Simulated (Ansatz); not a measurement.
ClHOZn···OH (doublet)

Input

```
crystal:
  periodic: [false, false, false]
  atoms:
    - { symbol: Zn, position_ang: [0.0, 0.0, 0.0] }
    - { symbol: Cl, position_ang: [0.0, 0.0, 2.49] }
    - { symbol: O, position_ang: [0.0, 0.0, -1.79] }
    - { symbol: H, position_ang: [0.2547, -0.9174, -2.1271] }
    - { symbol: O, position_ang: [0.0, 0.0, 4.38] }
    - { symbol: H, position_ang: [-0.5144, -0.8011, 4.7171] }
magnetization:
  spin_polarized: true
  initial_magnetization: 1
basis:
  gaussian: { orbitals: def2-SVP }
hamiltonian:
  xc: b3lyp
relax:
  f_tol: 0.15
  max_steps: 25
  restrain:
    - { distance: [1, 4], at: 2.79, k: 30.0 }
    - { distance: [0, 1], at: 2.24, k: 30.0 }
output:
  orbitals: {}
```

Command:

```sh
ansatz run input.yaml --threads 2 --pin off --max-ram 3072MiB --backend cpu --events-out ev --progress --plain --runs-dir out
```

The fields are those of the run's last geometry, not of the input's.

Not at a stationary point (largest force 1.2 eV/Å).

Level of theory: UKS B3LYP/def2-SVP in Ansatz.

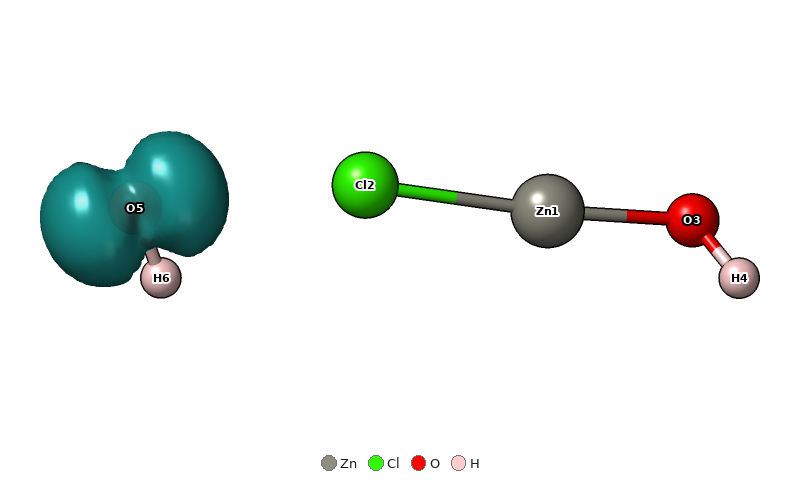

Figure 1. Isosurfaces of the spin density (α minus β) at +0.06 (teal) and −0.06 e/Å³ (pink), seen at a tilt.

### Describe the spin distribution.

The unpaired spin (1 electron) lies mostly on O5 (about 0.9), in electrons by Hirshfeld's partition.

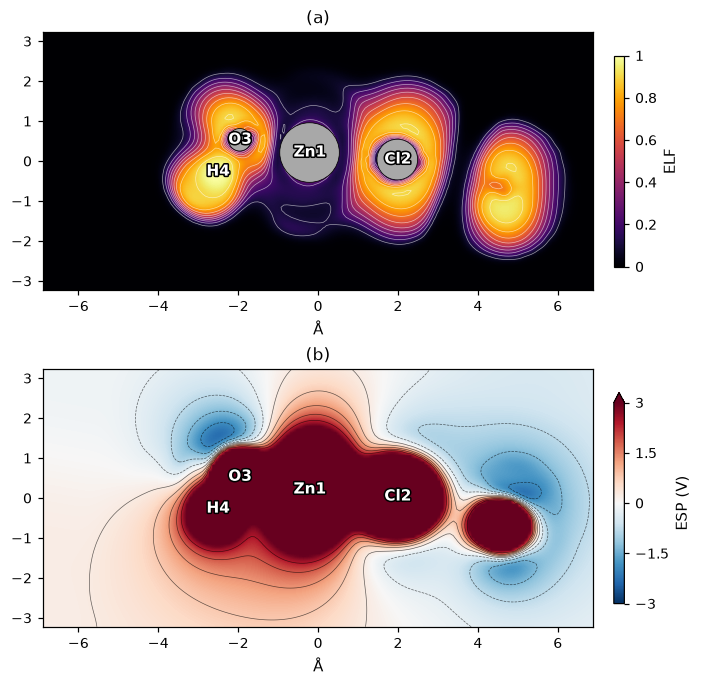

Figure 2. (a) ELF; (b) molecular electrostatic potential on the plane of atoms Cl2, Zn1 and O3. Grey discs cover the atomic cores in the ELF map.

### Read the bonding off the picture.

Atoms in the plane: Zn, Cl, O and H.
Zn–O (1.78 Å): the ELF peaks at about 0.85 in the valence shell of O, 0.6 Å from its nucleus, and is about 0.20 at the midpoint.
Zn–Cl (2.20 Å): the ELF peaks at about 0.80 in the valence shell of Cl, 0.9 Å from its nucleus, and is about 0.45 at the midpoint.
O–H (0.97 Å): the ELF climbs to about 1 towards the hydrogen, as it does in any bond to H; an ordinary covalent bond to hydrogen.
The ELF also peaks beside O5, Cl2 and O3, away from the bonds: non-bonding electrons, paired or unpaired.
Outside the dense part of the complex the potential is most negative (−2.3 V) near O3.

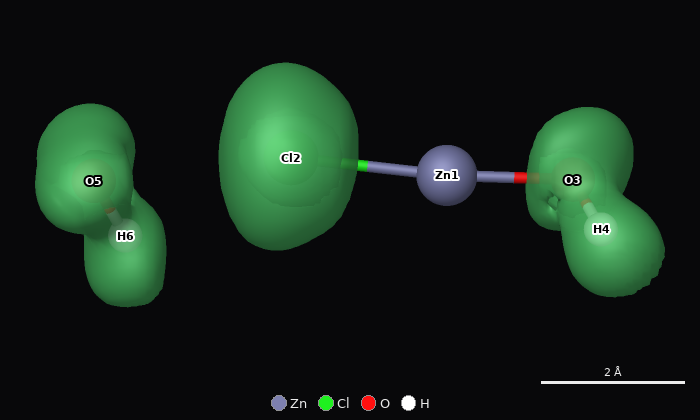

Figure 3. Isosurface of the ELF at 0.75 (green), seen at a tilt. Core shells and regions of very low density are left out.

### Identify the bonds, lone pairs and shells in this picture.

The ELF exceeds this value in one region wrapped around Cl (its valence shell) and two joined regions spread over several atoms (H, O), in which their bonds and any lone pairs are merged.


Cl2···O5 (2.79 Å): the ELF dips to about 0.05 between them.
